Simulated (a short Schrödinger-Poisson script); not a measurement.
Stack: MOS inversion layer, SiO2 on p-type GaAs, at 400 K.

```
layer  material  thickness (nm)  Na (cm⁻³)
-----  --------  --------------  ---------
1          SiO2             3.9          -
2          GaAs            1400     1.3e17
```

Constants are typed, rounded textbook-type inputs, not results; the design itself was drawn at random and stands for no fabricated device. SiO2: permittivity 3.9, conduction-band edge (eV) 3.17, gap (eV) 9, electron mass (mₑ) 0.5. GaAs: permittivity 12.9, conduction-band edge (eV) 0, gap (eV) 1.424, Nv at 300 K (cm⁻³) 9e18.

Channel valleys (confinement mass, in-plane density-of-states mass, number): Γ 0.067, 0.067, 1. At the gate the conduction-band edge of layer 1 lies 3.41 eV − eVg above the Fermi level of the channel; the field vanishes at the back. Gaps are held at their typed values at every temperature. Mesh 0.03 nm at interfaces.

From a short Schrödinger-Poisson script (our own, NumPy): 1D Poisson equation in equilibrium, electrons quantum, Hartree (BenDaniel-Duke, 12 states a valley, the channel's in-plane mass for all, wave functions free to enter the dielectric), parabolic valleys, classical holes, full ionisation, no traps, pinning or gate leakage.

Only gate voltages with over 1e8 electrons/cm² are shown.

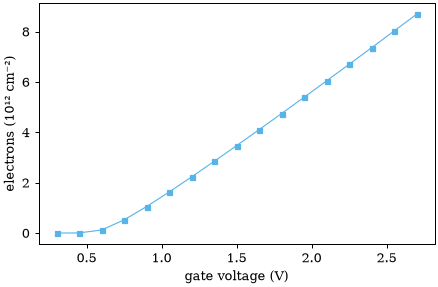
Figure. Sheet density against gate voltage

```
Vg (V)  electrons (cm⁻²)  C (μF/cm²)  Γ E0 (meV)  Γ E1 (meV)
------  ----------------  ----------  ----------  ----------
0.3               1.33e8      0.0960       308.5       409.6
0.45              5.49e9       0.109       179.8       285.6
0.6              1.22e11       0.339        70.8       181.2
0.75             5.21e11       0.544        13.6       129.4
0.9              1.05e12       0.611       -20.5       100.9
1.05             1.63e12       0.641       -46.9        80.3
1.2              2.23e12       0.659       -69.9        63.1
1.35             2.85e12       0.670       -91.1        48.1
1.5              3.47e12       0.679      -111.1        34.5
1.65             4.11e12       0.687      -130.3        22.1
1.8              4.75e12       0.693      -148.7        10.6
1.95             5.39e12       0.698      -166.7         0.0
2.1              6.05e12       0.702      -184.3       -10.1
2.25             6.70e12       0.706      -201.5       -19.6
2.4              7.36e12       0.710      -218.4       -28.7
2.55             8.03e12       0.713      -235.1       -37.5
2.7              8.69e12       0.716      -251.6       -46.0
```

Subbands count from the Fermi level.

Above a few 1e12 electrons/cm² a light Γ valley is non-parabolic and upper valleys begin to fill, which the model leaves out.
